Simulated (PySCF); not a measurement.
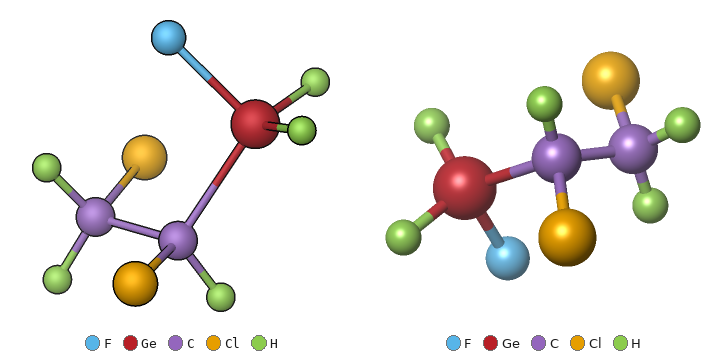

The same structure drawn twice, from different directions.

Computed geometry: GFN2-xTB optimisation. No frequency run is at hand to confirm it as a minimum.

Describe the molecule.

It has 11 atoms: 2 carbon, 5 hydrogen, 2 chlorine, 1 fluorine and 1 germanium (C₂H₅Cl₂FGe). SMILES: `[F][GeH2][C@@H](Cl)CCl`. Among its groups: C–Cl bond. This geometry has C1 symmetry. Coordination: 1 Ge tetrahedral; 2 C tetrahedral.
